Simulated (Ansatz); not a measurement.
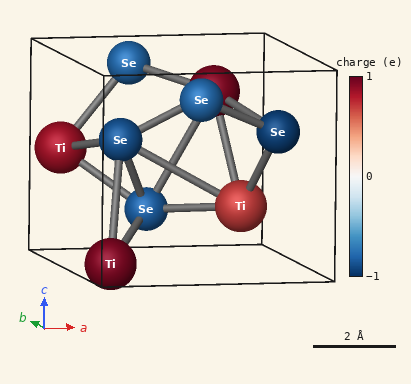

Shown here is a ball-and-stick view of the crystal, taken slightly off an axis. The lines enclose the simulation cell; boundary atoms appear with their images. The atoms of this TiSe cell are coloured by their Bader charge.

The numbers come from DFT, PAW plane waves, m-r2SCAN (Ansatz), using plane-wave cutoff 500 eV, k-point mesh 4×4×4, Methfessel-Paxton smearing of 0.087 eV, no spin polarisation.

Q: Which way does the charge move?

A: Most positive: Ti; most negative: Se. Charges: about Ti +0.7 to +0.9 e; Se -0.9 to -0.8 e.

The picture shows a made-up disordered cell; the geometry isn't optimised. Ansatz was used for an electronic-structure calculation on it.

At this level of theory the cell isn't at rest (forces up to 2.5 eV/Å), so its distances can differ from those at equilibrium, the more so the softer the solid.
